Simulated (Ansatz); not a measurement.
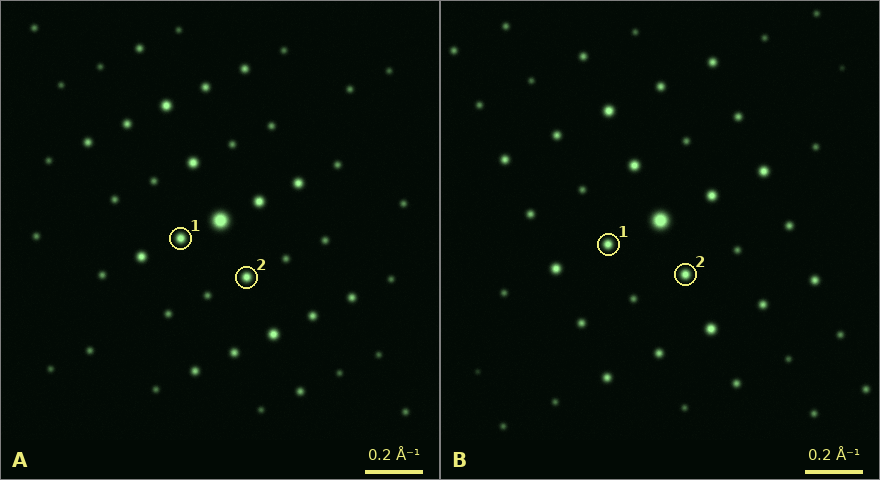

Kinematic electron diffraction patterns (300 kV, B = 0.5 Å², same scale) along [1-10] of the run's own cell, for the start and the end of one relaxation of WS3 with DFT PBE, scalar-relativistic, plane waves, PAW (Ansatz 0.2.0). k mesh 6×6×8. The start is a generated model structure, and the relaxation ends in the nearest stationary point of its symmetry, not necessarily the ground state. Spot 1 is 0 0 -1 and spot 2 is 1 1 0 in both.

Start structure:

```
W S
1.0
     6.68191    0.00000    0.00000
     0.00000    6.68191    0.00000
     0.00000    0.00000    4.95785
W S
2 6
Direct
  0.50000 0.00000 0.93360
  0.00000 0.50000 0.06640
  0.25000 0.75000 0.00000
  0.75000 0.75000 0.00000
  0.75000 0.25000 0.00000
  0.25000 0.25000 0.00000
  0.50000 0.00000 0.49400
  0.00000 0.50000 0.50600
```

Q: Which pattern belongs to the start structure, and which to the relaxed one?

A: B is the start: its cell gives d(1) = 4.958 Å, d(2) = 4.725 Å and an angle of 90.0°. A is the relaxed structure, with d(1) = 6.567 Å (+32.5 %), d(2) = 4.503 Å (-4.7 %) and 90.0°.

Q: Name reflections whose intensity changes strongly on relaxation.

A: 1 1 2 goes from 20 to 9.3 % of the strongest spot; 0 0 3 goes from 4.9 to 9.4 % of the strongest spot.

Q: Summarise the relaxation behind the change.

A: The volume changed by +20.3 % to 33.29 Å³ an atom; with the mean shift removed, the atoms moved by up to 0.61 Å relative to the cell (S most); the space group stayed P4/nmm (No. 129); the free energy fell by 90 meV an atom. Relaxed cell: a = 6.368 Å, b = 6.368 Å, c = 6.567 Å, α = 90.00°, β = 90.00°, γ = 90.00°.
